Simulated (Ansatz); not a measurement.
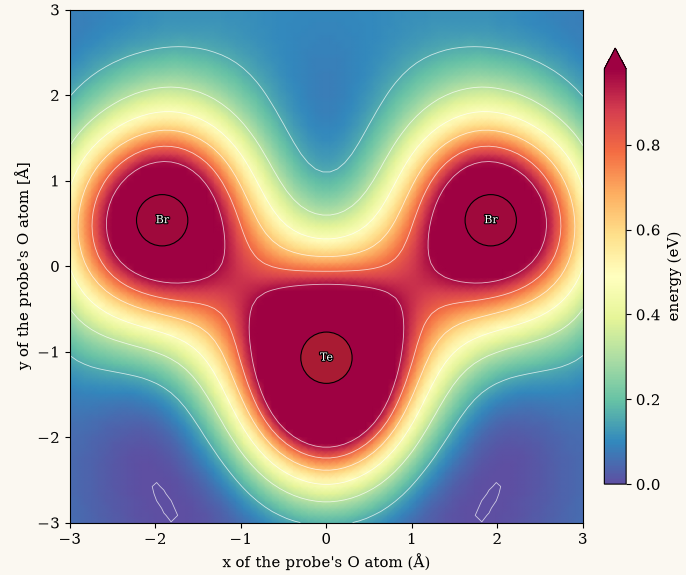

Energy landscape of Br₂Te with the probe H2O. The probe is moved over a plane parallel to the molecule's main plane, 2.30 Å above it. Coordinates scanned: (1) x of the probe's O atom; (2) y of the probe's O atom. Nothing is relaxed (molecule and probe rigid, the probe upright with O nearest the plane). The scan uses an 11 × 11 grid; 66 points were computed and 55 follow by symmetry. Energies are in eV, from the lowest grid point. All numbers below come from RKS PBE0-D4/def2-SVPD (Ansatz).

The picture shows a smooth colour map with a few white contour lines, labelled circles for the molecule's atoms, projected on the plane, one colour for all values above the top of the scale. Between grid points the surface is interpolated. 

Question: Where are the wells?

Answer: The lowest grid point is at x of the probe's O atom = −1.8 Å, y of the probe's O atom = −3.0 Å. It lies on the edge of the grid, but the force there points inwards, so the minimum lies inside the range. The energy also falls towards the edge at x of the probe's O atom = −3.0 Å, y of the probe's O atom = 3.0 Å (0.08 eV above the lowest) and x of the probe's O atom = 3.0 Å, y of the probe's O atom = 3.0 Å (0.08 eV above the lowest), where a further well may lie outside the range. A higher local minimum lies near x of the probe's O atom = 0.0 Å, y of the probe's O atom = 2.4 Å (0.09 eV above the lowest at that grid point). The highest grid point, x of the probe's O atom = 0.0 Å, y of the probe's O atom = −1.2 Å, lies 1.83 eV above the lowest.

Each point was launched as `ansatz run input.yaml --threads 1 --pin off --max-ram 2560MiB --backend cpu --events-out ev --progress --plain --runs-dir out`. The whole map (66 points run) took 29 min on 1 thread of Arm Neoverse N1 (shared host).
